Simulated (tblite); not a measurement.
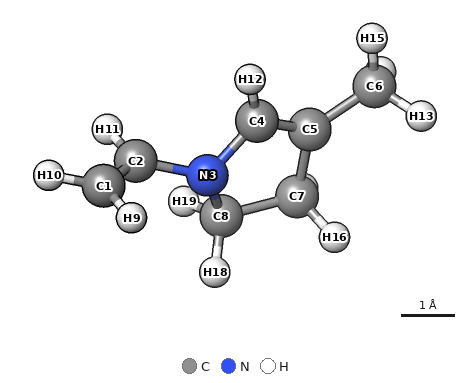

*The starting structure (ball-and-stick view, seen at a tilt; atoms are numbered from 1 in the order of the input).*

Saddle-point search, with input and output: C₇H₁₁N

C₇H₁₁N, SMILES C=CN1C=C(C)CC1, computed with GFN2-xTB saddle search (eigenvector following) and harmonic vibrations, gas phase (tblite 0.8.0).

### Input
```
{"job": {"xc": "GFN2-xTB", "basis": "xTB", "kind": "saddle"}, "charge": 0, "multiplicity": 1}
C      3.187781     0.775532     0.219295
C      2.157019    -0.010666     0.461247
N      0.892788     0.209422    -0.128334
C     -0.190920     0.582756     0.670017
C     -1.357040     0.119889     0.223231
C     -2.730422     0.379913     0.733072
C     -1.111549    -0.709828    -1.015467
C      0.418157    -0.841803    -1.027644
H      3.094415     1.626561    -0.433187
H      4.154130     0.595058     0.656439
H      2.253745    -0.887488     1.106184
H     -0.007891     1.218344     1.517964
H     -3.305106     0.960061     0.009172
H     -3.259268    -0.560220     0.894160
H     -2.697392     0.928575     1.670812
H     -1.470272    -0.181676    -1.903308
H     -1.613665    -1.677906    -0.975903
H      0.853268    -0.695876    -2.018822
H      0.732223    -1.830650    -0.658927
```

The first line tells a small driver script what to run in tblite; the rest is the geometry in Å.

Run on 1 CPU thread, shared host.

Launch command:
```bash
OMP_NUM_THREADS=1 python <driver script> task.json out
```

### Output
```
step      E/eV     max force
  0    -638.74699   0.0318
  1    -638.74399   0.0835
  2    -638.74607   0.0245
  3    -638.74456   0.0351
  4    -638.74360   0.0585
  5    -638.74372   0.0299
  6    -638.74377   0.0024
lowest wavenumbers (cm-1): -143.3 90.9 132.8 144.4 205.5 285.8
```

### Trajectory as extended XYZ (Å, eV, eV/Å), 6 of the 7 frames kept, from step=0 to step=6
```
19
Properties=species:S:1:pos:R:3:forces:R:3 step=0 energy=-638.74699
C     3.1878    0.7755    0.2193    0.0220   0.0100  -0.0130
C     2.1570   -0.0107    0.4612   -0.0170  -0.0230  -0.0070
N     0.8928    0.2094   -0.1283    0.0050  -0.0010  -0.0070
C    -0.1909    0.5828    0.6700   -0.0080  -0.0210  -0.0010
C    -1.3570    0.1199    0.2232    0.0250   0.0030   0.0130
C    -2.7304    0.3799    0.7331   -0.0020   0.0030   0.0000
C    -1.1115   -0.7098   -1.0155   -0.0070  -0.0040   0.0010
C     0.4182   -0.8418   -1.0276   -0.0070  -0.0050  -0.0070
H     3.0944    1.6266   -0.4332   -0.0080   0.0180   0.0250
H     4.1541    0.5951    0.6564   -0.0100   0.0100   0.0210
H     2.2537   -0.8875    1.1062   -0.0050  -0.0050  -0.0140
H    -0.0079    1.2183    1.5180    0.0010   0.0150  -0.0020
H    -3.3051    0.9601    0.0092   -0.0040   0.0070   0.0010
H    -3.2593   -0.5602    0.8942    0.0030   0.0010   0.0100
H    -2.6974    0.9286    1.6708    0.0140   0.0100  -0.0060
H    -1.4703   -0.1817   -1.9033   -0.0010  -0.0070  -0.0060
H    -1.6137   -1.6779   -0.9759   -0.0040  -0.0060  -0.0010
H     0.8533   -0.6959   -2.0188   -0.0010  -0.0060  -0.0090
H     0.7322   -1.8306   -0.6589    0.0030  -0.0010   0.0010
19
Properties=species:S:1:pos:R:3:forces:R:3 step=1 energy=-638.74399
C     3.2006    0.7422    0.2114   -0.0380  -0.0100  -0.0050
C     2.1440   -0.0014    0.4818    0.0330  -0.0010   0.0020
N     0.8905    0.2306   -0.1294    0.0160  -0.0220   0.0180
C    -0.1973    0.5826    0.6734    0.0000  -0.0040  -0.0070
C    -1.3597    0.1154    0.2230    0.0030  -0.0010   0.0010
C    -2.7321    0.3671    0.7395   -0.0420   0.0020   0.0140
C    -1.1095   -0.7053   -1.0206    0.0020  -0.0040  -0.0040
C     0.4235   -0.8096   -1.0481   -0.0020  -0.0040  -0.0050
H     3.1391    1.5642   -0.4835   -0.0050  -0.0430   0.0490
H     4.1554    0.5576    0.6723   -0.0120   0.0080  -0.0010
H     2.2044   -0.8423    1.1805    0.0010   0.0610  -0.0570
H    -0.0206    1.2158    1.5248    0.0010   0.0040  -0.0020
H    -3.3332    0.8921   -0.0074    0.0300  -0.0290   0.0500
H    -3.2348   -0.5770    0.9641    0.0290   0.0650  -0.0100
H    -2.6951    0.9698    1.6455   -0.0080  -0.0310  -0.0520
H    -1.4870   -0.1829   -1.9042    0.0020  -0.0060   0.0030
H    -1.5932   -1.6833   -0.9786    0.0020   0.0050  -0.0010
H     0.8466   -0.6349   -2.0405   -0.0080  -0.0050   0.0110
H     0.7581   -1.8006   -0.7041   -0.0040   0.0140  -0.0050
19
Properties=species:S:1:pos:R:3:forces:R:3 step=2 energy=-638.74607
C     3.1916    0.7639    0.2189    0.0190   0.0100  -0.0010
C     2.1512   -0.0071    0.4682   -0.0150  -0.0140  -0.0050
N     0.8921    0.2166   -0.1317    0.0000   0.0010  -0.0080
C    -0.1927    0.5826    0.6683   -0.0030  -0.0080  -0.0010
C    -1.3575    0.1164    0.2226    0.0110   0.0020   0.0050
C    -2.7294    0.3772    0.7361    0.0130   0.0010  -0.0030
C    -1.1114   -0.7132   -1.0161   -0.0030  -0.0020   0.0000
C     0.4200   -0.8303   -1.0383   -0.0040  -0.0040  -0.0030
H     3.1113    1.6034   -0.4495   -0.0040   0.0220   0.0100
H     4.1516    0.5841    0.6699   -0.0050   0.0050   0.0110
H     2.2328   -0.8685    1.1345   -0.0010  -0.0180  -0.0040
H    -0.0121    1.2201    1.5156    0.0020   0.0070  -0.0030
H    -3.3091    0.9493    0.0107   -0.0110   0.0120  -0.0150
H    -3.2553   -0.5615    0.9102   -0.0060  -0.0180   0.0100
H    -2.6913    0.9354    1.6675    0.0100   0.0160   0.0120
H    -1.4814   -0.1919   -1.9033   -0.0010  -0.0040  -0.0020
H    -1.6034   -1.6865   -0.9709   -0.0020  -0.0020   0.0010
H     0.8470   -0.6706   -2.0311   -0.0010  -0.0050  -0.0050
H     0.7462   -1.8193   -0.6817    0.0000  -0.0030   0.0010
19
Properties=species:S:1:pos:R:3:forces:R:3 step=4 energy=-638.74360
C     3.2062    0.7268    0.2015   -0.0550  -0.0190   0.0000
C     2.1399    0.0051    0.4932    0.0450   0.0180  -0.0030
N     0.8889    0.2367   -0.1226    0.0070  -0.0160   0.0090
C    -0.2015    0.5801    0.6795    0.0000   0.0000  -0.0040
C    -1.3617    0.1124    0.2245    0.0010   0.0010  -0.0020
C    -2.7349    0.3623    0.7396   -0.0130   0.0030   0.0010
C    -1.1071   -0.7040   -1.0212    0.0000   0.0000   0.0010
C     0.4267   -0.7962   -1.0527    0.0010   0.0020  -0.0010
H     3.1553    1.5299   -0.5154   -0.0050  -0.0360   0.0310
H     4.1582    0.5433    0.6677    0.0020   0.0010   0.0020
H     2.1888   -0.8127    1.2182    0.0050   0.0450  -0.0370
H    -0.0289    1.2114    1.5334    0.0010  -0.0010  -0.0020
H    -3.3382    0.8789   -0.0095    0.0110  -0.0110   0.0160
H    -3.2335   -0.5802    0.9723    0.0070   0.0180  -0.0020
H    -2.6996    0.9718    1.6396   -0.0030  -0.0100  -0.0140
H    -1.4911   -0.1844   -1.9033   -0.0010   0.0000  -0.0010
H    -1.5825   -1.6859   -0.9792    0.0000   0.0020   0.0000
H     0.8458   -0.6072   -2.0440   -0.0030  -0.0020   0.0060
H     0.7694   -1.7882   -0.7214   -0.0010   0.0060  -0.0010
19
Properties=species:S:1:pos:R:3:forces:R:3 step=5 energy=-638.74372
C     3.2080    0.7195    0.1984    0.0000  -0.0040   0.0000
C     2.1394    0.0065    0.4979    0.0010   0.0040  -0.0020
N     0.8883    0.2374   -0.1170   -0.0010  -0.0040  -0.0060
C    -0.2033    0.5777    0.6840    0.0000  -0.0010   0.0000
C    -1.3627    0.1119    0.2252   -0.0010   0.0000   0.0000
C    -2.7366    0.3606    0.7390   -0.0180   0.0030   0.0070
C    -1.1061   -0.7017   -1.0219    0.0010   0.0000  -0.0010
C     0.4281   -0.7895   -1.0549    0.0020   0.0000  -0.0010
H     3.1590    1.5150   -0.5249    0.0000   0.0030  -0.0050
H     4.1601    0.5357    0.6642    0.0010   0.0000   0.0020
H     2.1867   -0.8019    1.2304   -0.0010  -0.0020   0.0070
H    -0.0323    1.2066    1.5399    0.0000  -0.0010   0.0000
H    -3.3450    0.8595   -0.0181    0.0140  -0.0130   0.0230
H    -3.2282   -0.5815    0.9898    0.0100   0.0270  -0.0060
H    -2.7036    0.9861    1.6284   -0.0040  -0.0180  -0.0220
H    -1.4927   -0.1825   -1.9031    0.0010   0.0000   0.0010
H    -1.5785   -1.6851   -0.9805    0.0000   0.0010  -0.0010
H     0.8456   -0.5916   -2.0451   -0.0020  -0.0010   0.0060
H     0.7739   -1.7829   -0.7315   -0.0020   0.0050  -0.0020
19
Properties=species:S:1:pos:R:3:forces:R:3 step=6 energy=-638.74377
C     3.2062    0.7248    0.2007   -0.0010  -0.0010   0.0000
C     2.1400    0.0060    0.4948    0.0010   0.0010   0.0000
N     0.8888    0.2352   -0.1208    0.0000   0.0000   0.0000
C    -0.2017    0.5778    0.6809    0.0000   0.0000   0.0000
C    -1.3619    0.1119    0.2243    0.0000   0.0000   0.0000
C    -2.7350    0.3618    0.7398   -0.0010   0.0000   0.0000
C    -1.1070   -0.7025   -1.0226    0.0000   0.0000   0.0000
C     0.4269   -0.7950   -1.0538    0.0000   0.0000   0.0000
H     3.1555    1.5233   -0.5193    0.0000   0.0000   0.0000
H     4.1580    0.5433    0.6683    0.0000   0.0000   0.0000
H     2.1890   -0.8058    1.2238    0.0000   0.0000   0.0000
H    -0.0292    1.2076    1.5359    0.0000   0.0000   0.0000
H    -3.3406    0.8711   -0.0114    0.0010  -0.0010   0.0020
H    -3.2308   -0.5797    0.9803    0.0000   0.0020  -0.0010
H    -2.6999    0.9774    1.6351    0.0000  -0.0010  -0.0020
H    -1.4908   -0.1816   -1.9041    0.0000   0.0000   0.0000
H    -1.5826   -1.6844   -0.9822    0.0000   0.0000   0.0000
H     0.8459   -0.6035   -2.0445    0.0000   0.0000   0.0010
H     0.7693   -1.7877   -0.7250    0.0000   0.0010   0.0000
```

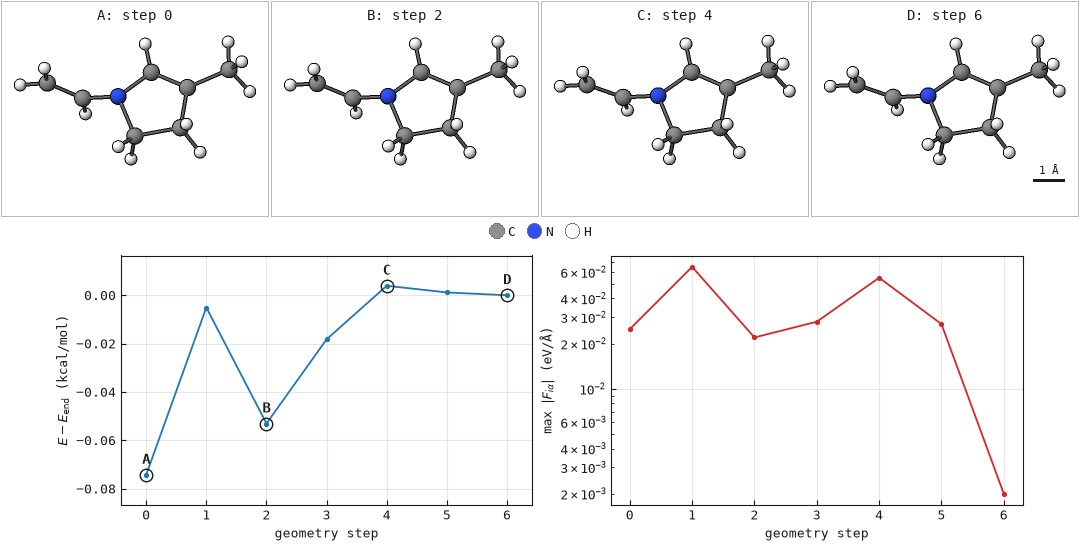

*Frames of the saddle-point search (ball-and-stick view, seen at a tilt) above the curves, on which the letters mark them (steps are counted from 0).*

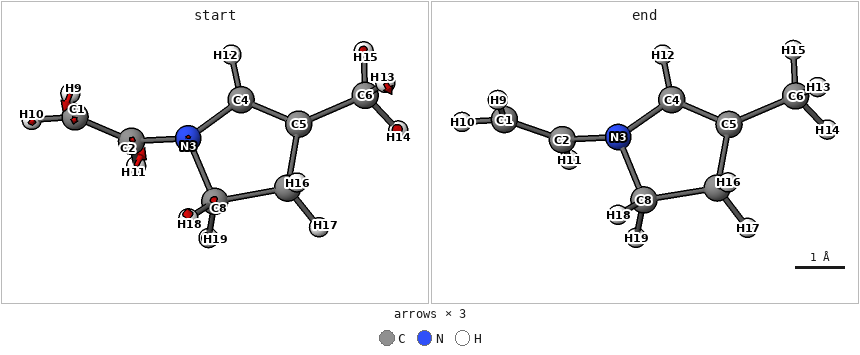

*Before (left) and after (right) the saddle-point search, at one scale (ball-and-stick view, seen at a tilt). The red arrows give the displacements, magnified 3 times.*

After 6 geometry steps the energy has risen by 0.07 kcal/mol. Largest force component: 0.025 eV/Å at the start, 0.002 eV/Å at the end. The largest move after the best rigid fit is that of H11, 0.16 Å. By element the largest moves are H 0.16 Å, C 0.06 Å, N 0.03 Å. (Atoms are counted from 1 in the order of the input.)

### Summary

```csv
quantity,value
outcome,converged
total energy,−638.7438 eV
point group,C1
wall time,3.5 s
peak memory,0.2 GiB
```
